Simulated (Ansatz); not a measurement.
Consider CH3ClGe···CH4.

Input

```
crystal:
  periodic: [false, false, false]
  atoms:
    - { symbol: Ge, position_ang: [0.0, 0.0, 0.0] }
    - { symbol: H, position_ang: [0.8769, 0.0, 1.5144] }
    - { symbol: C, position_ang: [2.0813, 0.0, 0.578] }
    - { symbol: H, position_ang: [2.429, -1.0463, 0.4498] }
    - { symbol: H, position_ang: [2.1298, 0.5276, -0.3974] }
    - { symbol: H, position_ang: [2.7332, 0.5187, 1.3114] }
    - { symbol: Cl, position_ang: [-1.0456, 1.8115, -0.7393] }
    - { symbol: C, position_ang: [-0.9232, -1.5994, -0.6527] }
    - { symbol: H, position_ang: [-1.4228, -2.1111, 0.1962] }
    - { symbol: H, position_ang: [-1.6833, -1.3066, -1.4068] }
    - { symbol: H, position_ang: [-0.1873, -2.288, -1.1178] }
basis:
  gaussian: { orbitals: def2-SVP }
hamiltonian:
  xc: b3lyp
  dispersion: d4
relax:
  f_tol: 0.15
  max_steps: 25
  restrain:
    - { distance: [1, 2], at: 1.11, k: 30.0 }
    - { distance: [0, 1], at: 2.75, k: 30.0 }
    - { distance: [0, 2], at: 3.16, k: 30.0 }
output:
  orbitals: {}
```

Launched as:

```sh
ansatz run input.yaml --threads 4 --pin off --max-ram 5120MiB --backend cpu --events-out ev --progress --plain --runs-dir out
```

The fields are those of the run's last geometry, not of the input's.

All numbers below come from RKS B3LYP-D4/def2-SVP (Ansatz).

### What can the converged electron density and electron localisation function tell about the bonding?

C–Ge (2.01 Å): ρ is about 0.81 e/Å³ halfway; the ELF peaks at about 0.95 in the valence shell of C, 0.7 Å from its nucleus, and is about 0.70 at the midpoint.
Ge–Cl (2.24 Å): ρ at the midpoint is about 0.61 e/Å³; the ELF peaks at about 0.85 in the valence shell of Cl, 0.8 Å from its nucleus, and is about 0.60 at the midpoint.
C–H (1.11 Å): ρ at the midpoint is about 1.8 e/Å³; the ELF climbs to about 1 towards the hydrogen, as it does in any bond to H: an ordinary covalent bond to hydrogen.

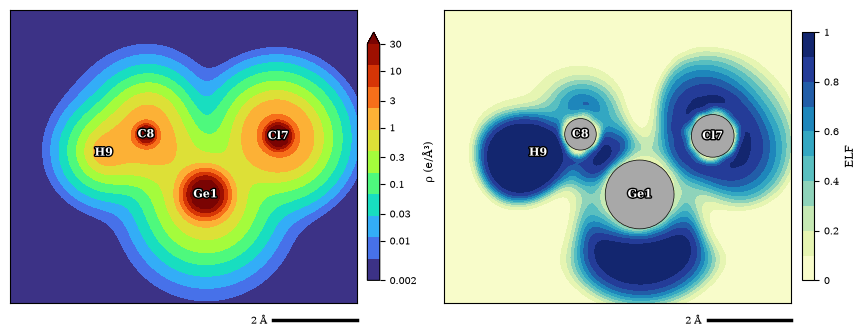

Computed electron density and electron localisation function on the plane of atoms Cl7, Ge1 and C8, in this order. Grey discs cover the atomic cores in the ELF map. 
